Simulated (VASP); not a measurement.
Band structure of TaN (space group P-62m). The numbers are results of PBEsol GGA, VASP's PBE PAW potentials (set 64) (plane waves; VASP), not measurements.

Unless said otherwise, spin-orbit coupling is left out, though it shifts the bands of the heavy elements here.

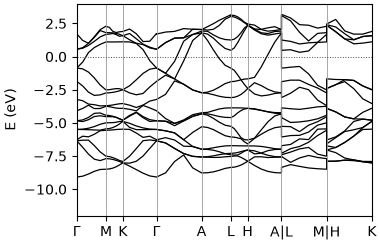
Fig. 1. Bands along high-symmetry lines, zero at the valence-band maximum or, without a gap, the Fermi level

**Question.** Read the plot: is there a gap, and where are the band edges?

**Answer.** It has no gap at this level: it comes out as a metal or semimetal.

The structure comes from a computed database's TaN entry; how it stands against other phases isn't given here. The cell was not relaxed at this level.
